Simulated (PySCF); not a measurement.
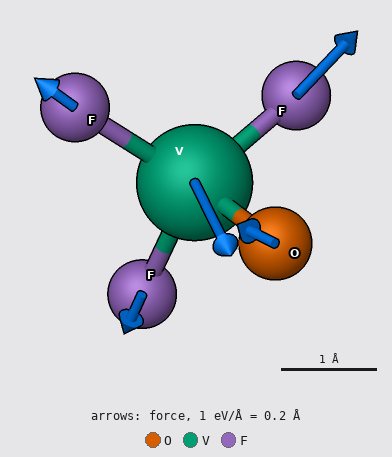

Starting geometry of VOF$_{3}$ with the computed forces as blue arrows. The picture is a ball-and-stick view, seen from a free direction.

The start comes from GFN2-xTB. Its atoms were then displaced at random by about 0.03 Å.

All numbers below come from PBE0-D3(BJ)/def2-SVP geometry optimisation, gas phase (PySCF). 

What follows when this structure is relaxed?

It isn't relaxed: the largest force vector, on the V atom, is 7.66 eV/Å. The final displacements follow the starting forces only in part (cosine between the two patterns 0.72). The largest move after the best rigid fit is that of an F atom, 0.11 Å. By element the largest moves are F 0.11 Å, O 0.07 Å, V 0.06 Å. Among the contacts that change: F–V 1.585 → 1.698 Å, O–V 1.609 → 1.531 Å, F–V 1.632 → 1.699 Å. Among the angles between lasting bonds that change: O–V–F 102.5° → 108.1°, F–V–F 115.5° → 110.8°, O–V–F 110.3° → 108.2°. The energy falls by 0.662 eV in 9 geometry steps. Cost: 45 s on 1 thread of Arm Neoverse N1, with other jobs on the host.
